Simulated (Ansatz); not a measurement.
# CRu: the potential curve near its minimum

Wanted for CRu: the potential curve near its minimum.

Computed with Ansatz 0.2.0 (the levels named in each step, unless a step's input says otherwise).

### Step 1. The starting structure

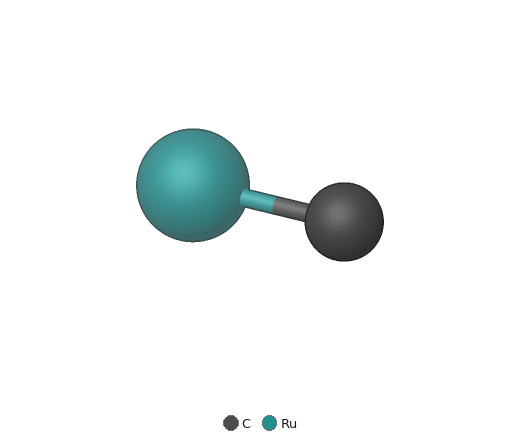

Start, viewed from a chosen angle; carbon dark grey, ruthenium teal.

Structure file:

```xyz
2

C     0.0000    0.0000    0.0000
Ru    0.0000    0.0000    1.7590
```

### Step 2. A rough first relaxation, PBE-D4/def2-SVP

This run stands in another session on the same molecule. It ended at:

```xyz
2

C     0.0000    0.0000    0.0750
Ru    0.0000    0.0000    1.6840
```

### Step 3. Relaxation, PBE0-D4/def2-TZVPP

This run stands in another session on the same molecule. It ended at:

```xyz
2

C     0.0000    0.0000    0.0931
Ru    0.0000    0.0000    1.6659
```

### Step 4. Bond length 1.3841 Å, PBE0-D4/def2-QZVPP

Input file input.yaml:

```yaml
crystal:
  periodic: [false, false, false]
  atoms:
    - { symbol: C, position_ang: [0.0, 0.0, 0.0] }
    - { symbol: Ru, position_ang: [0.0, 0.0, 1.3841] }
basis:
  gaussian: { orbitals: def2-QZVPP.json }
hamiltonian:
  xc: pbe0
  dispersion: d4
```

Launch:

```
$ ansatz run input.yaml --threads 2 --pin off --max-ram 5120MiB --backend cpu --events-out ev --progress --plain --runs-dir out
```

What it wrote, cut to the lines that bear on the results:

```text
Warning: RAYON_NUM_THREADS=2 ignored (pool sized by the plan → 2); use --threads N
[...]
Functional definition: PBE0
[...]
640 factors; their error is unknown
[...]
mean field -3612.87602138 eV, -132.7707448906 hartree, gradient 6.9e-5 eV, S^2 0.000000; 0 other end points of the search recorded, 0 dependent functions left out
reference -3612.87604553 eV, -132.7707457779 hartree; 11, 11 occupied and 134, 134 virtual orbitals, 640 factors
Total energy: -3612.90913143 eV, -132.7719616624 hartree
```

Run time: 1.7 s. Hardware: 2 threads of Intel Xeon Platinum 8488C (Sapphire Rapids), shared host; peak memory 0.21 GiB.

### Step 5. Bond length 1.447 Å, PBE0-D4/def2-QZVPP

input.yaml, as its differences from that of step 4:

```diff
@@ -4,3 +4,3 @@
     - { symbol: C, position_ang: [0.0, 0.0, 0.0] }
-    - { symbol: Ru, position_ang: [0.0, 0.0, 1.3841] }
+    - { symbol: Ru, position_ang: [0.0, 0.0, 1.447] }
 basis:
```

Launch:

```
$ ansatz run input.yaml --threads 2 --pin off --max-ram 5120MiB --backend cpu --events-out ev --progress --plain --runs-dir out
```

What it wrote, cut to the lines that bear on the results:

```text
Warning: RAYON_NUM_THREADS=2 ignored (pool sized by the plan → 2); use --threads N
[...]
Functional definition: PBE0
[...]
640 factors; their error is unknown
[...]
mean field -3613.74706476 eV, -132.8027551441 hartree, gradient 8.5e-5 eV, S^2 0.000000; 0 other end points of the search recorded, 0 dependent functions left out
reference -3613.74708934 eV, -132.8027560475 hartree; 11, 11 occupied and 134, 134 virtual orbitals, 640 factors
Total energy: -3613.77988183 eV, -132.8039611492 hartree
```

Wall time 1.4 s (2 threads of Intel Xeon Platinum 8488C (Sapphire Rapids), shared host); peak memory 0.22 GiB.

### Step 6. Bond length 1.5021 Å, PBE0-D4/def2-QZVPP

input.yaml, as its differences from that of step 5:

```diff
@@ -4,3 +4,3 @@
     - { symbol: C, position_ang: [0.0, 0.0, 0.0] }
-    - { symbol: Ru, position_ang: [0.0, 0.0, 1.447] }
+    - { symbol: Ru, position_ang: [0.0, 0.0, 1.5021] }
 basis:
```

Launch:

```
$ ansatz run input.yaml --threads 2 --pin off --max-ram 5120MiB --backend cpu --events-out ev --progress --plain --runs-dir out
```

What it wrote, cut to the lines that bear on the results:

```text
Warning: RAYON_NUM_THREADS=2 ignored (pool sized by the plan → 2); use --threads N
[...]
Functional definition: PBE0
[...]
640 factors; their error is unknown
[...]
mean field -3614.15360107 eV, -132.8176950779 hartree, gradient 7.7e-5 eV, S^2 0.000000; 0 other end points of the search recorded, 0 dependent functions left out
reference -3614.15362597 eV, -132.8176959931 hartree; 11, 11 occupied and 134, 134 virtual orbitals, 640 factors
Total energy: -3614.18618191 eV, -132.8188924020 hartree
```

Run time: 1.8 s. Hardware: 2 threads of Intel Xeon Platinum 8488C (Sapphire Rapids), shared host; peak memory 0.21 GiB.

### Step 7. Bond length 1.5414 Å, PBE0-D4/def2-QZVPP

input.yaml, as its differences from that of step 6:

```diff
@@ -4,3 +4,3 @@
     - { symbol: C, position_ang: [0.0, 0.0, 0.0] }
-    - { symbol: Ru, position_ang: [0.0, 0.0, 1.5021] }
+    - { symbol: Ru, position_ang: [0.0, 0.0, 1.5414] }
 basis:
```

Launch:

```
$ ansatz run input.yaml --threads 2 --pin off --max-ram 5120MiB --backend cpu --events-out ev --progress --plain --runs-dir out
```

What it wrote, cut to the lines that bear on the results:

```text
Warning: RAYON_NUM_THREADS=2 ignored (pool sized by the plan → 2); use --threads N
[...]
Functional definition: PBE0
[...]
640 factors; their error is unknown
[...]
mean field -3614.28502472 eV, -132.8225248081 hartree, gradient 4.3e-5 eV, S^2 0.000000; 0 other end points of the search recorded, 0 dependent functions left out
reference -3614.28504981 eV, -132.8225257303 hartree; 11, 11 occupied and 134, 134 virtual orbitals, 640 factors
Total energy: -3614.31744772 eV, -132.8237163315 hartree
```

It took 1.4 s on 2 threads of Intel Xeon Platinum 8488C (Sapphire Rapids), shared host; peak memory 0.22 GiB.

### Step 8. Bond length 1.5729 Å, PBE0-D4/def2-QZVPP

input.yaml, as its differences from that of step 7:

```diff
@@ -4,3 +4,3 @@
     - { symbol: C, position_ang: [0.0, 0.0, 0.0] }
-    - { symbol: Ru, position_ang: [0.0, 0.0, 1.5414] }
+    - { symbol: Ru, position_ang: [0.0, 0.0, 1.5729] }
 basis:
```

Launch:

```
$ ansatz run input.yaml --threads 2 --pin off --max-ram 5120MiB --backend cpu --events-out ev --progress --plain --runs-dir out
```

What it wrote, cut to the lines that bear on the results:

```text
Warning: RAYON_NUM_THREADS=2 ignored (pool sized by the plan → 2); use --threads N
[...]
Functional definition: PBE0
[...]
640 factors; their error is unknown
[...]
mean field -3614.31267796 eV, -132.8235410459 hartree, gradient 6.0e-5 eV, S^2 0.000000; 0 other end points of the search recorded, 0 dependent functions left out
reference -3614.31270318 eV, -132.8235419729 hartree; 11, 11 occupied and 134, 134 virtual orbitals, 640 factors
Total energy: -3614.34498048 eV, -132.8247281416 hartree
```

It took 1.4 s on 2 threads of Intel Xeon Platinum 8488C (Sapphire Rapids), shared host; peak memory 0.22 GiB.

### Step 9. Bond length 1.6122 Å, PBE0-D4/def2-QZVPP

input.yaml, as its differences from that of step 8:

```diff
@@ -4,3 +4,3 @@
     - { symbol: C, position_ang: [0.0, 0.0, 0.0] }
-    - { symbol: Ru, position_ang: [0.0, 0.0, 1.5729] }
+    - { symbol: Ru, position_ang: [0.0, 0.0, 1.6122] }
 basis:
```

Launch:

```
$ ansatz run input.yaml --threads 2 --pin off --max-ram 5120MiB --backend cpu --events-out ev --progress --plain --runs-dir out
```

What it wrote, cut to the lines that bear on the results:

```text
Warning: RAYON_NUM_THREADS=2 ignored (pool sized by the plan → 2); use --threads N
[...]
Functional definition: PBE0
[...]
640 factors; their error is unknown
[...]
mean field -3614.26642476 eV, -132.8218412721 hartree, gradient 9.1e-6 eV, S^2 0.000000; 0 other end points of the search recorded, 0 dependent functions left out
reference -3614.26645012 eV, -132.8218422041 hartree; 11, 11 occupied and 134, 134 virtual orbitals, 640 factors
Total energy: -3614.29858425 eV, -132.8230231116 hartree
```

It took 1.6 s on 2 threads of Intel Xeon Platinum 8488C (Sapphire Rapids), shared host; peak memory 0.21 GiB.

### Step 10. Bond length 1.6594 Å, PBE0-D4/def2-QZVPP

input.yaml, as its differences from that of step 9:

```diff
@@ -4,3 +4,3 @@
     - { symbol: C, position_ang: [0.0, 0.0, 0.0] }
-    - { symbol: Ru, position_ang: [0.0, 0.0, 1.6122] }
+    - { symbol: Ru, position_ang: [0.0, 0.0, 1.6594] }
 basis:
```

Launch:

```
$ ansatz run input.yaml --threads 2 --pin off --max-ram 5120MiB --backend cpu --events-out ev --progress --plain --runs-dir out
```

What it wrote, cut to the lines that bear on the results:

```text
Warning: RAYON_NUM_THREADS=2 ignored (pool sized by the plan → 2); use --threads N
[...]
Functional definition: PBE0
[...]
640 factors; their error is unknown
[...]
mean field -3614.11404829 eV, -132.8162415401 hartree, gradient 3.1e-5 eV, S^2 0.000000; 0 other end points of the search recorded, 0 dependent functions left out
reference -3614.11407377 eV, -132.8162424764 hartree; 11, 11 occupied and 134, 134 virtual orbitals, 640 factors
Total energy: -3614.14604678 eV, -132.8174174628 hartree
```

Run time: 1.4 s. Hardware: 2 threads of Intel Xeon Platinum 8488C (Sapphire Rapids), shared host; peak memory 0.21 GiB.

### Step 11. Bond length 1.7144 Å, PBE0-D4/def2-QZVPP

input.yaml, as its differences from that of step 10:

```diff
@@ -4,3 +4,3 @@
     - { symbol: C, position_ang: [0.0, 0.0, 0.0] }
-    - { symbol: Ru, position_ang: [0.0, 0.0, 1.6594] }
+    - { symbol: Ru, position_ang: [0.0, 0.0, 1.7144] }
 basis:
```

Launch:

```
$ ansatz run input.yaml --threads 2 --pin off --max-ram 5120MiB --backend cpu --events-out ev --progress --plain --runs-dir out
```

What it wrote, cut to the lines that bear on the results:

```text
Warning: RAYON_NUM_THREADS=2 ignored (pool sized by the plan → 2); use --threads N
[...]
Functional definition: PBE0
[...]
640 factors; their error is unknown
[...]
mean field -3613.83314669 eV, -132.8059185968 hartree, gradient 2.2e-5 eV, S^2 0.000000; 0 other end points of the search recorded, 0 dependent functions left out
reference -3613.83317226 eV, -132.8059195365 hartree; 11, 11 occupied and 134, 134 virtual orbitals, 640 factors
Total energy: -3613.86497380 eV, -132.8070882216 hartree
```

Wall time 1.7 s (2 threads of Intel Xeon Platinum 8488C (Sapphire Rapids), shared host); peak memory 0.21 GiB.

### Step 12. Bond length 1.7931 Å, PBE0-D4/def2-QZVPP

input.yaml, as its differences from that of step 11:

```diff
@@ -4,3 +4,3 @@
     - { symbol: C, position_ang: [0.0, 0.0, 0.0] }
-    - { symbol: Ru, position_ang: [0.0, 0.0, 1.7144] }
+    - { symbol: Ru, position_ang: [0.0, 0.0, 1.7931] }
 basis:
```

Launch:

```
$ ansatz run input.yaml --threads 2 --pin off --max-ram 5120MiB --backend cpu --events-out ev --progress --plain --runs-dir out
```

What it wrote, cut to the lines that bear on the results:

```text
Warning: RAYON_NUM_THREADS=2 ignored (pool sized by the plan → 2); use --threads N
[...]
Functional definition: PBE0
[...]
640 factors; their error is unknown
[...]
mean field -3613.29511525 eV, -132.7861463060 hartree, gradient 4.4e-5 eV, S^2 0.000000; 0 other end points of the search recorded, 0 dependent functions left out
reference -3613.29514089 eV, -132.7861472482 hartree; 11, 11 occupied and 134, 134 virtual orbitals, 640 factors
Total energy: -3613.32673756 eV, -132.7873084046 hartree
```

Wall time 1.4 s (2 threads of Intel Xeon Platinum 8488C (Sapphire Rapids), shared host); peak memory 0.21 GiB.

### Step 13. Bond length 1.3841 Å, PBE-D4/def2-QZVPP

Input file input.yaml:

```yaml
crystal:
  periodic: [false, false, false]
  atoms:
    - { symbol: C, position_ang: [0.0, 0.0, 0.0] }
    - { symbol: Ru, position_ang: [0.0, 0.0, 1.3841] }
basis:
  gaussian: { orbitals: def2-QZVPP.json }
hamiltonian:
  xc: pbe
  dispersion: d4
```

Launch:

```
$ ansatz run input.yaml --threads 2 --pin off --max-ram 5120MiB --backend cpu --events-out ev --progress --plain --runs-dir out
```

What it wrote, cut to the lines that bear on the results:

```text
Warning: RAYON_NUM_THREADS=2 ignored (pool sized by the plan → 2); use --threads N
[...]
Functional definition: PBE
[...]
558 factors; their error is unknown
[...]
mean field -3614.05694166 eV, -132.8141429102 hartree, gradient 3.0e-5 eV, S^2 0.000000; 3 other end points of the search recorded, 0 dependent functions left out
reference -3614.05697460 eV, -132.8141441207 hartree; 11, 11 occupied and 134, 134 virtual orbitals, 558 factors
Total energy: -3614.09691266 eV, -132.8156118172 hartree
```

Run time: 3.6 s. Hardware: 2 threads of Intel Xeon Platinum 8488C (Sapphire Rapids), shared host; peak memory 0.22 GiB.

### Step 14. Bond length 1.447 Å, PBE-D4/def2-QZVPP

input.yaml, as its differences from that of step 13:

```diff
@@ -4,3 +4,3 @@
     - { symbol: C, position_ang: [0.0, 0.0, 0.0] }
-    - { symbol: Ru, position_ang: [0.0, 0.0, 1.3841] }
+    - { symbol: Ru, position_ang: [0.0, 0.0, 1.447] }
 basis:
```

Launch:

```
$ ansatz run input.yaml --threads 2 --pin off --max-ram 5120MiB --backend cpu --events-out ev --progress --plain --runs-dir out
```

What it wrote, cut to the lines that bear on the results:

```text
Warning: RAYON_NUM_THREADS=2 ignored (pool sized by the plan → 2); use --threads N
[...]
Functional definition: PBE
[...]
558 factors; their error is unknown
[...]
mean field -3615.03778411 eV, -132.8501882054 hartree, gradient 4.2e-5 eV, S^2 0.000000; 9 other end points of the search recorded, 0 dependent functions left out
reference -3615.03781766 eV, -132.8501894385 hartree; 11, 11 occupied and 134, 134 virtual orbitals, 558 factors
Total energy: -3615.07739835 eV, -132.8516440020 hartree
```

Wall time 5.3 s (2 threads of Intel Xeon Platinum 8488C (Sapphire Rapids), shared host); peak memory 0.23 GiB.

### Step 15. Bond length 1.5021 Å, PBE-D4/def2-QZVPP

input.yaml, as its differences from that of step 14:

```diff
@@ -4,3 +4,3 @@
     - { symbol: C, position_ang: [0.0, 0.0, 0.0] }
-    - { symbol: Ru, position_ang: [0.0, 0.0, 1.447] }
+    - { symbol: Ru, position_ang: [0.0, 0.0, 1.5021] }
 basis:
```

Launch:

```
$ ansatz run input.yaml --threads 2 --pin off --max-ram 5120MiB --backend cpu --events-out ev --progress --plain --runs-dir out
```

What it wrote, cut to the lines that bear on the results:

```text
Warning: RAYON_NUM_THREADS=2 ignored (pool sized by the plan → 2); use --threads N
[...]
Functional definition: PBE
[...]
558 factors; their error is unknown
[...]
mean field -3615.53616617 eV, -132.8685034082 hartree, gradient 1.4e-5 eV, S^2 0.000000; 8 other end points of the search recorded, 0 dependent functions left out
reference -3615.53620019 eV, -132.8685046585 hartree; 11, 11 occupied and 134, 134 virtual orbitals, 558 factors
Total energy: -3615.57549195 eV, -132.8699486041 hartree
```

It took 4.6 s on 2 threads of Intel Xeon Platinum 8488C (Sapphire Rapids), shared host; peak memory 0.23 GiB.

### Step 16. Bond length 1.5414 Å, PBE-D4/def2-QZVPP

input.yaml, as its differences from that of step 15:

```diff
@@ -4,3 +4,3 @@
     - { symbol: C, position_ang: [0.0, 0.0, 0.0] }
-    - { symbol: Ru, position_ang: [0.0, 0.0, 1.5021] }
+    - { symbol: Ru, position_ang: [0.0, 0.0, 1.5414] }
 basis:
```

Launch:

```
$ ansatz run input.yaml --threads 2 --pin off --max-ram 5120MiB --backend cpu --events-out ev --progress --plain --runs-dir out
```

What it wrote, cut to the lines that bear on the results:

```text
Warning: RAYON_NUM_THREADS=2 ignored (pool sized by the plan → 2); use --threads N
[...]
Functional definition: PBE
[...]
558 factors; their error is unknown
[...]
mean field -3615.73062127 eV, -132.8756495013 hartree, gradient 1.6e-5 eV, S^2 0.000000; 6 other end points of the search recorded, 0 dependent functions left out
reference -3615.73065558 eV, -132.8756507624 hartree; 11, 11 occupied and 134, 134 virtual orbitals, 558 factors
Total energy: -3615.76975376 eV, -132.8770875938 hartree
```

It took 5.5 s on 2 threads of Intel Xeon Platinum 8488C (Sapphire Rapids), shared host; peak memory 0.23 GiB.

### Step 17. Bond length 1.5729 Å, PBE-D4/def2-QZVPP

input.yaml, as its differences from that of step 16:

```diff
@@ -4,3 +4,3 @@
     - { symbol: C, position_ang: [0.0, 0.0, 0.0] }
-    - { symbol: Ru, position_ang: [0.0, 0.0, 1.5414] }
+    - { symbol: Ru, position_ang: [0.0, 0.0, 1.5729] }
 basis:
```

Launch:

```
$ ansatz run input.yaml --threads 2 --pin off --max-ram 5120MiB --backend cpu --events-out ev --progress --plain --runs-dir out
```

What it wrote, cut to the lines that bear on the results:

```text
Warning: RAYON_NUM_THREADS=2 ignored (pool sized by the plan → 2); use --threads N
[...]
Functional definition: PBE
[...]
558 factors; their error is unknown
[...]
mean field -3615.80733138 eV, -132.8784685459 hartree, gradient 2.7e-5 eV, S^2 0.000000; 7 other end points of the search recorded, 0 dependent functions left out
reference -3615.80736590 eV, -132.8784698147 hartree; 11, 11 occupied and 134, 134 virtual orbitals, 558 factors
Total energy: -3615.84631594 eV, -132.8799012021 hartree
```

It took 4.9 s on 2 threads of Intel Xeon Platinum 8488C (Sapphire Rapids), shared host; peak memory 0.23 GiB.

### Step 18. Bond length 1.6122 Å, PBE-D4/def2-QZVPP

input.yaml, as its differences from that of step 17:

```diff
@@ -4,3 +4,3 @@
     - { symbol: C, position_ang: [0.0, 0.0, 0.0] }
-    - { symbol: Ru, position_ang: [0.0, 0.0, 1.5729] }
+    - { symbol: Ru, position_ang: [0.0, 0.0, 1.6122] }
 basis:
```

Launch:

```
$ ansatz run input.yaml --threads 2 --pin off --max-ram 5120MiB --backend cpu --events-out ev --progress --plain --runs-dir out
```

What it wrote, cut to the lines that bear on the results:

```text
Warning: RAYON_NUM_THREADS=2 ignored (pool sized by the plan → 2); use --threads N
[...]
Functional definition: PBE
[...]
558 factors; their error is unknown
[...]
mean field -3615.82049873 eV, -132.8789524373 hartree, gradient 1.2e-5 eV, S^2 0.000000; 8 other end points of the search recorded, 0 dependent functions left out
reference -3615.82053348 eV, -132.8789537141 hartree; 11, 11 occupied and 134, 134 virtual orbitals, 558 factors
Total energy: -3615.85930716 eV, -132.8803786206 hartree
```

Wall time 5.2 s (2 threads of Intel Xeon Platinum 8488C (Sapphire Rapids), shared host); peak memory 0.24 GiB.

### Step 19. Bond length 1.6594 Å, PBE-D4/def2-QZVPP

input.yaml, as its differences from that of step 18:

```diff
@@ -4,3 +4,3 @@
     - { symbol: C, position_ang: [0.0, 0.0, 0.0] }
-    - { symbol: Ru, position_ang: [0.0, 0.0, 1.6122] }
+    - { symbol: Ru, position_ang: [0.0, 0.0, 1.6594] }
 basis:
```

Launch:

```
$ ansatz run input.yaml --threads 2 --pin off --max-ram 5120MiB --backend cpu --events-out ev --progress --plain --runs-dir out
```

What it wrote, cut to the lines that bear on the results:

```text
Warning: RAYON_NUM_THREADS=2 ignored (pool sized by the plan → 2); use --threads N
[...]
Functional definition: PBE
[...]
558 factors; their error is unknown
[...]
mean field -3615.73693295 eV, -132.8758814514 hartree, gradient 2.3e-5 eV, S^2 0.000000; 9 other end points of the search recorded, 0 dependent functions left out
reference -3615.73696790 eV, -132.8758827356 hartree; 11, 11 occupied and 134, 134 virtual orbitals, 558 factors
Total energy: -3615.77554222 eV, -132.8773003158 hartree
```

It took 5.7 s on 2 threads of Intel Xeon Platinum 8488C (Sapphire Rapids), shared host; peak memory 0.24 GiB.

### Step 20. Bond length 1.7144 Å, PBE-D4/def2-QZVPP

input.yaml, as its differences from that of step 19:

```diff
@@ -4,3 +4,3 @@
     - { symbol: C, position_ang: [0.0, 0.0, 0.0] }
-    - { symbol: Ru, position_ang: [0.0, 0.0, 1.6594] }
+    - { symbol: Ru, position_ang: [0.0, 0.0, 1.7144] }
 basis:
```

Launch:

```
$ ansatz run input.yaml --threads 2 --pin off --max-ram 5120MiB --backend cpu --events-out ev --progress --plain --runs-dir out
```

What it wrote, cut to the lines that bear on the results:

```text
Warning: RAYON_NUM_THREADS=2 ignored (pool sized by the plan → 2); use --threads N
[...]
Functional definition: PBE
[...]
558 factors; their error is unknown
[...]
mean field -3615.53280189 eV, -132.8683797733 hartree, gradient 1.7e-5 eV, S^2 0.000000; 8 other end points of the search recorded, 0 dependent functions left out
reference -3615.53283700 eV, -132.8683810635 hartree; 11, 11 occupied and 134, 134 virtual orbitals, 558 factors
Total energy: -3615.57119772 eV, -132.8697907939 hartree
```

It took 5.6 s on 2 threads of Intel Xeon Platinum 8488C (Sapphire Rapids), shared host; peak memory 0.23 GiB.

### Step 21. Bond length 1.7931 Å, PBE-D4/def2-QZVPP

input.yaml, as its differences from that of step 20:

```diff
@@ -4,3 +4,3 @@
     - { symbol: C, position_ang: [0.0, 0.0, 0.0] }
-    - { symbol: Ru, position_ang: [0.0, 0.0, 1.7144] }
+    - { symbol: Ru, position_ang: [0.0, 0.0, 1.7931] }
 basis:
```

Launch:

```
$ ansatz run input.yaml --threads 2 --pin off --max-ram 5120MiB --backend cpu --events-out ev --progress --plain --runs-dir out
```

What it wrote, cut to the lines that bear on the results:

```text
Warning: RAYON_NUM_THREADS=2 ignored (pool sized by the plan → 2); use --threads N
[...]
Functional definition: PBE
[...]
558 factors; their error is unknown
[...]
mean field -3615.09844887 eV, -132.8524175941 hartree, gradient 2.6e-5 eV, S^2 0.000000; 8 other end points of the search recorded, 0 dependent functions left out
reference -3615.09848409 eV, -132.8524188885 hartree; 11, 11 occupied and 134, 134 virtual orbitals, 558 factors
Total energy: -3615.13658593 eV, -132.8538191053 hartree
```

It took 6.5 s on 2 threads of Intel Xeon Platinum 8488C (Sapphire Rapids), shared host; peak memory 0.23 GiB.

### Step 22. Bond length 1.3841 Å, r2SCAN-D4/def2-QZVPP

Input file input.yaml:

```yaml
crystal:
  periodic: [false, false, false]
  atoms:
    - { symbol: C, position_ang: [0.0, 0.0, 0.0] }
    - { symbol: Ru, position_ang: [0.0, 0.0, 1.3841] }
basis:
  gaussian: { orbitals: def2-QZVPP.json }
hamiltonian:
  xc: r2scan
  dispersion: d4
```

Launch:

```
$ ansatz run input.yaml --threads 2 --pin off --max-ram 5120MiB --backend cpu --events-out ev --progress --plain --runs-dir out
```

What it wrote, cut to the lines that bear on the results:

```text
Warning: RAYON_NUM_THREADS=2 ignored (pool sized by the plan → 2); use --threads N
[...]
Functional definition: r2SCAN
[...]
558 factors; their error is unknown
[...]
mean field -3614.75460452 eV, -132.8397815475 hartree, gradient 7.2e-5 eV, S^2 0.000000; 4 other end points of the search recorded, 0 dependent functions left out
reference -3614.75461494 eV, -132.8397819304 hartree; 11, 11 occupied and 134, 134 virtual orbitals, 558 factors
Total energy: -3614.76208511 eV, -132.8400564539 hartree
```

Wall time 4.5 s (2 threads of Intel Xeon Platinum 8488C (Sapphire Rapids), shared host); peak memory 0.24 GiB.

[end of part 1 of 2]
